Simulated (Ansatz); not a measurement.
# One shape, several levels: CH2F2 (difluoromethane)

Aim: a comparison of 6 runs (HF/aug-cc-pVDZ, B2PLYP/aug-cc-pVDZ, B3LYP/aug-cc-pVDZ, PBE0/aug-cc-pVDZ, SVWN5/aug-cc-pVDZ, wB97M-V/aug-cc-pVDZ) of CH2F2 (difluoromethane). 

Program for the calculation: Ansatz 0.2.0.

55 further runs of the same task are left out: 55 set aside as unsound or not needed.

**1. The system as given**

CH2F2: 5 atoms, total charge 0, spin state singlet. SMILES: `FCF`. The C2–H5 distance was set to 2.406 Å, away from the relaxed value. At this shape a bond of the SMILES string is far longer than usual.

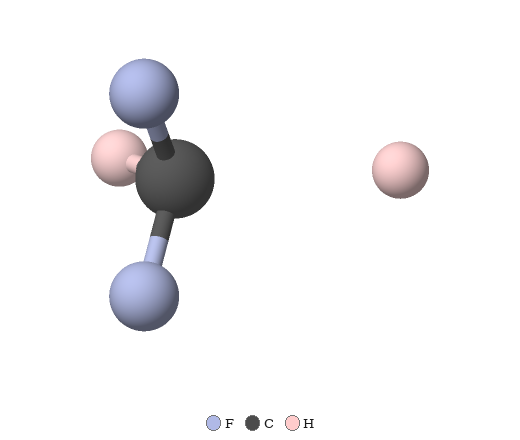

Viewed from a chosen angle; fluorine light blue, carbon dark grey, hydrogen pink.

**2. A single-point energy at HF/aug-cc-pVDZ (run 1)**

in.yaml reads:

```yaml
crystal:
  periodic: [false, false, false]
  atoms:
    - {symbol: F, position_ang: [-1.259544, -0.866143, 1.452876]}
    - {symbol: C, position_ang: [-0.176144, -1.074243, 0.672276]}
    - {symbol: F, position_ang: [0.904256, -1.236543, 1.467776]}
    - {symbol: H, position_ang: [-0.328944, -1.990243, 0.095076]}
    - {symbol: H, position_ang: [0.165300, 0.864200, -0.711100]}
basis:
  gaussian:
    orbitals: aug-cc-pVDZ
magnetization:
  spin_polarized: false
  initial_magnetization: 0
hamiltonian:
  xc: hf
accuracy: high
output:
  orbitals: {seedname: orbitals}
```

Started as:

```console
$ ansatz run in.yaml --threads 1 --pin off --max-ram 3480MiB --events-out events.jsonl --progress --plain --runs-dir runs
```

What it wrote:

```text
Warning: RAYON_NUM_THREADS=1 ignored (pool sized by the plan → 1); use --threads N
Functional definition: HF
  name "HF"
  exchange = exact_x
  correlation = 0
1782 factors; integrals over basis functions are off by at most 2.9e-9 eV
mean field evaluation 1: about -6466.6748 eV, gradient 3.0e1 eV
mean field evaluation 2: about -6466.6763 eV, gradient 3.0e1 eV
mean field evaluation 4: about -6468.5522 eV, gradient 2.9e0 eV
mean field evaluation 8: about -6468.5959 eV, gradient 8.5e-2 eV
mean field -6468.59591757 eV, -237.7165153990 hartree, gradient 2.1e-8 eV, S^2 0.000000; 0 other end points of the search recorded, 0 dependent functions left out
reference -6468.59591757 eV, -237.7165153990 hartree; 13, 13 occupied and 74, 74 virtual orbitals, 1782 factors
Total energy: -6468.59591757 eV, -237.7165153990 hartree
```

Run time: 2 s. Hardware: 1 thread of Arm Neoverse V1, shared host; peak memory 0.2 GiB.

**3. The energy at B2PLYP/aug-cc-pVDZ (run 2)**

input.yaml reads:

```yaml
crystal:
  periodic: [false, false, false]
  atoms:
    - {symbol: F, position_ang: [-1.259544, -0.866143, 1.452876]}
    - {symbol: C, position_ang: [-0.176144, -1.074243, 0.672276]}
    - {symbol: F, position_ang: [0.904256, -1.236543, 1.467776]}
    - {symbol: H, position_ang: [-0.328944, -1.990243, 0.095076]}
    - {symbol: H, position_ang: [0.165300, 0.864200, -0.711100]}
basis:
  gaussian: {orbitals: aug-cc-pVDZ}
hamiltonian: {xc: {name: B2PLYP}}
correlation: {frozen_orbitals: {C: 1, F: 1, H: 0}}
accuracy: high
output: {orbitals: {seedname: orbitals}}
```

Started as:

```console
$ ansatz run input.yaml --threads 1 --pin off --max-ram 3480MiB --events-out events.jsonl --progress --plain --runs-dir runs
```

What it wrote, shortened:

```text
Warning: RAYON_NUM_THREADS=1 ignored (pool sized by the plan → 1); use --threads N
Functional definition: B2PLYP
  name "B2PLYP"
[...]
1782 factors; integrals over basis functions are off by at most 2.9e-9 eV
[...]
mean field -6489.10794639 eV, -238.4703185546 hartree, gradient 7.0e-8 eV, S^2 0.000000; 0 other end points of the search recorded, 0 dependent functions left out; unrestricted orbitals would lower it
3 core orbitals not correlated: weight in the atoms' cores, before any rotation towards them, 1.000 or more for the frozen orbitals, at most 0.000 for the correlated occupied ones
reference -6489.10797165 eV, -238.4703194826 hartree; 10, 10 occupied and 74, 74 virtual orbitals, 1782 factors
second order -20.01657383 eV of doubles, -0.00000000 eV of singles
Total energy: -6494.51244658 eV, -238.6689302732 hartree
```

Run time: 6.3 s. Hardware: 1 thread of Arm Neoverse V1, shared host; peak memory 0.22 GiB.

Runs 3 to 5 aren't shown in full; the table further down has their settings and results.

**4. A single-point energy at wB97M-V/aug-cc-pVDZ (run 6)**

job.yaml reads:

```yaml
crystal:
  periodic: [false, false, false]
  atoms:
    - symbol: F
      position_ang: [-1.259544, -0.866143, 1.452876]
    - symbol: C
      position_ang: [-0.176144, -1.074243, 0.672276]
    - symbol: F
      position_ang: [0.904256, -1.236543, 1.467776]
    - symbol: H
      position_ang: [-0.328944, -1.990243, 0.095076]
    - symbol: H
      position_ang: [0.165300, 0.864200, -0.711100]
basis:
  gaussian: {orbitals: aug-cc-pVDZ}
hamiltonian: {xc: {name: wB97M-V}}
output: {orbitals: {seedname: orbitals}}
accuracy: high
```

Started as:

```console
$ ansatz run job.yaml --threads 1 --pin off --max-ram 3480MiB --events-out events.jsonl --progress --plain --runs-dir runs
```

What it wrote, shortened:

```text
Warning: RAYON_NUM_THREADS=1 ignored (pool sized by the plan → 1); use --threads N
Functional definition: wB97M-V
  name "wB97M-V"
[...]
  gx(w, u) = 1 - cx + cx01*u + cx10*w
  gss(w, u) = css00 + css04*u^4 + css10*w + css20*w^2 + css43*w^4*u^3
  gos(w, u) = cos00 + cos10*w + (cos20 + cos21*u)*w^2 + (cos60 + cos61*u)*w^6
[...]
      + integral(e_c_pw_mod_opposite_spin*gos(b97_w_opposite, b97_u_opposite)) + vv10(b, c)
1782 factors; integrals over basis functions are off by at most 2.9e-9 eV
375 factors; integrals over basis functions are off by at most 1.6e-9 eV
[...]
mean field -6497.19097129 eV, -238.7673642408 hartree, gradient 4.0e-8 eV, S^2 0.000000; 0 other end points of the search recorded, 0 dependent functions left out
reference -6497.19097822 eV, -238.7673644952 hartree; 13, 13 occupied and 74, 74 virtual orbitals, 1782 factors
Total energy: -6497.19097822 eV, -238.7673644952 hartree
```

Wall time 38 s (1 thread of Arm Neoverse V1, shared host); peak memory 0.4 GiB.

**5. All runs side by side**

```tsv
run	level	frozen core orbitals	energy (Eh)	HOMO energy (eV)	LUMO energy (eV)	HOMO–LUMO gap (eV)	wall time
1	HF/aug-cc-pVDZ	–	-237.716515	-9.88	-0.62	9.26	2 s
2	B2PLYP/aug-cc-pVDZ	3	-238.668930	-8.53	-2.65	5.87	6.3 s
3	B3LYP/aug-cc-pVDZ	–	-238.849918	-7.52	-4.00	3.52	4.8 s
4	PBE0/aug-cc-pVDZ	–	-238.605514	-7.62	-3.70	3.92	4.2 s
5	SVWN5/aug-cc-pVDZ	–	-237.224410	-6.63	-4.44	2.19	3 s
6	wB97M-V/aug-cc-pVDZ	–	-238.767364	-9.60	-1.79	7.80	38 s
```

**6. Results**

| quantity | value |
| --- | --- |
| run 6: total energy | -238.76736 Eh |
| run 6: HOMO energy | -9.60 eV |
| run 6: LUMO energy | -1.79 eV |
| run 6: HOMO–LUMO gap | 7.80 eV |

The HOMO–LUMO gap runs from 2.19 eV (SVWN5/aug-cc-pVDZ) to 9.26 eV (HF/aug-cc-pVDZ). Exact exchange widens orbital gaps. Totals of different functionals can't be ranked against each other. In run 2 the log says that unrestricted orbitals would lower the reference, so the values rest on an unstable closed-shell determinant (other closed-shell runs at this shape may share the fault). In runs 1, 2, 3, 4, 5, 6 a closed-shell determinant meets a far-stretched bond, which it describes badly. All runs together took 58 s, the longest 38 s.
